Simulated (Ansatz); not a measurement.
## Electronic structure of AlF2H2N in real space

Input file:

```
crystal:
  periodic: [false, false, false]
  atoms:
    - { symbol: Al, position_ang: [0.0, 0.0, 0.0] }
    - { symbol: "N", position_ang: [0.0, 0.0, 1.92] }
    - { symbol: H, position_ang: [-0.877, -0.2713, 2.45] }
    - { symbol: H, position_ang: [0.877, 0.2713, 2.45] }
    - { symbol: F, position_ang: [1.4635, 0.0, -0.845] }
    - { symbol: F, position_ang: [-1.4635, 0.0, -0.845] }
basis:
  gaussian: { orbitals: "6-31G" }
hamiltonian:
  xc: r2scanh
  dispersion: d4
relax:
  f_tol: 0.02
  max_steps: 40
output:
  orbitals: {}
```

Command:

```sh
ansatz run input.yaml --threads 1 --pin off --max-ram 2048MiB --backend cpu --events-out ev --progress --plain --runs-dir out
```

The fields are those of the relaxed geometry.

All numbers below come from Ansatz 0.2.0, RKS r2SCANh-D4/6-31G.

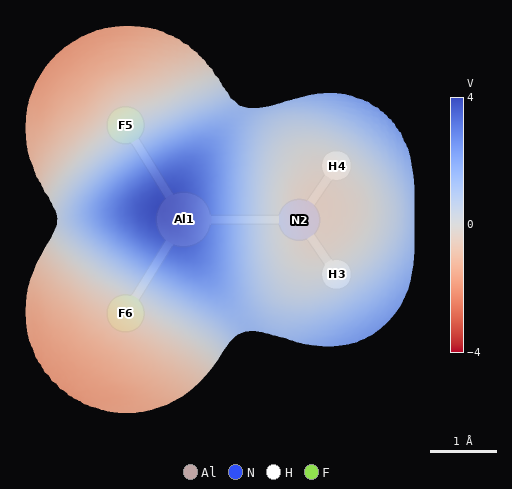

Figure 1. The molecular electrostatic potential painted on the density surface at 0.002 e/bohr³, seen across its widest extent; the colour scale runs from red (negative) to blue (positive).

Q: Describe the electrostatic potential map.

A: The most negative region (about −1.8 V, or −42 kcal/mol for a unit charge) lies over F5 and F6, the most positive (about +3.8 V, or +88 kcal/mol for a unit charge) over Al1.

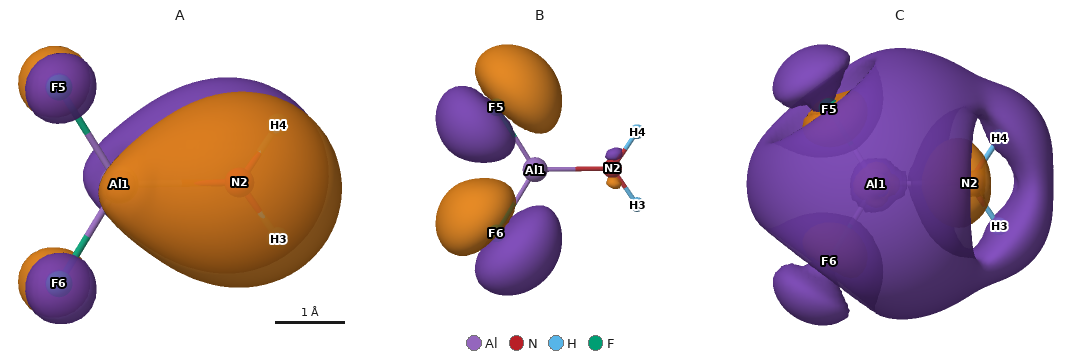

Figure 2. Three frontier orbitals at ±0.06 Å⁻³ᐟ² (orange and purple are the two phases), in no order.

Q: Order the three orbitals by energy and name them.

A: B is the HOMO−1 (−9.87 eV). Its weight (Hirshfeld) is mainly on F6 (about 45 %) and F5 (about 45 %); it is symmetric in the molecular plane (an in-plane orbital: σ, lone-pair or in-plane π type); largely a combination of lone pairs on F6 and F5. A is the HOMO (−7.40 eV). By Hirshfeld shares it lies mainly on N2 (about 75 %); it changes sign across the molecular plane (π type). C is the LUMO (−0.96 eV). Its weight (Hirshfeld) is mainly on Al1 (about 60 %), N2 (about 15 %), F6 (about 10 %) and F5 (about 10 %); it is symmetric in the molecular plane (an in-plane orbital: σ, lone-pair or in-plane π type).

Q: What is the HOMO–LUMO gap?

A: 6.44 eV between the orbital energies.

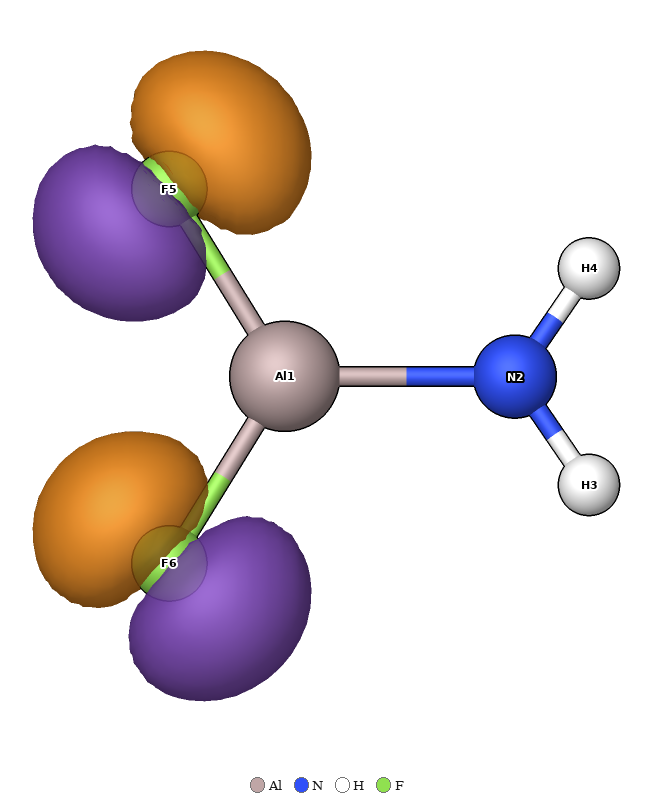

Figure 3. The HOMO−1 at ±0.15 Å⁻³ᐟ² (orange and purple are the two phases), seen at a tilt.

Q: Describe this orbital and give its energy.

A: By Hirshfeld shares it lies mainly on F6 (about 45 %) and F5 (about 45 %); it is symmetric in the molecular plane (an in-plane orbital: σ, lone-pair or in-plane π type); largely a combination of lone pairs on F6 and F5. Its energy is −9.87 eV.
